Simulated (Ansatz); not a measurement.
```xyz
5

Ga    0.0000    0.0000   -0.0958
H     0.0000    0.0000    1.4805
H     1.3748    0.0000   -0.8394
H    -1.3748    0.0000   -0.8394
F     0.0000    0.0000    3.5840
```

Not at a stationary point (largest force 0.6 eV/Å).

Computed with UKS PBE0/def2-SVP in Ansatz 0.2.0.

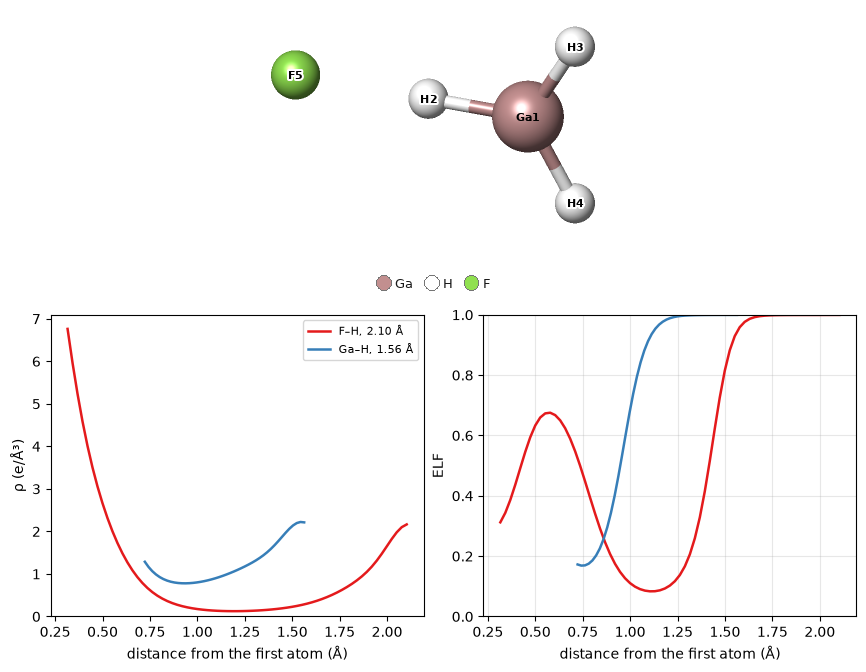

GaH3···F (doublet). Electron density and ELF along straight lines between neighbouring atoms. The curves leave out the atomic cores. The structure is drawn too.

### Compare the contacts.

F5···H2 (2.10 Å): the density falls to about 0.13 e/Å³ on the way; the ELF dips to about 0.10 between them.
Ga–H (1.56 Å): ρ at the midpoint is about 0.99 e/Å³; the ELF climbs to about 1 towards the hydrogen.
